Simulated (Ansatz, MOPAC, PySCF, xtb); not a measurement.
HF (SMILES F) and CH4S (SMILES CS) are pulled apart as rigid monomers along the line of their centres of mass, from the B3LYP-D3(BJ)/def2-TZVP minimum. Starting geometry (charge 0, multiplicity 1):
```xyz
8

F      0.3113     0.5176    -0.5861
H      0.4766     0.0595     0.2238
C      0.2261     1.1784     2.8118
S      0.6235    -0.5291     2.3040
H     -0.1410     1.1993     3.8348
H      1.1606     1.7330     2.7548
H     -0.4935     1.6253     2.1309
H     -0.6236    -1.0245     2.3712
```

Interaction energies with rigid monomers; basis-set methods are counterpoise corrected unless marked otherwise.

The state that PM3, PM7 reach isn't checked; PM7 holds dispersion and hydrogen-bond terms.

Run with Ansatz (an electronic-structure program); MOPAC for PM3, PM7 (differences of heats of formation); PySCF for the dispersion terms; xtb for the GFN methods. Values without a source in brackets are computed.

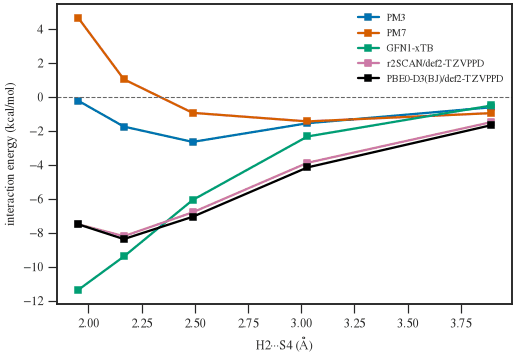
Figure. Interaction energy against separation

Which level binds most strongly at H2···S4 = 2.17, and by how much?

GFN1-xTB, -9.4 kcal/mol.
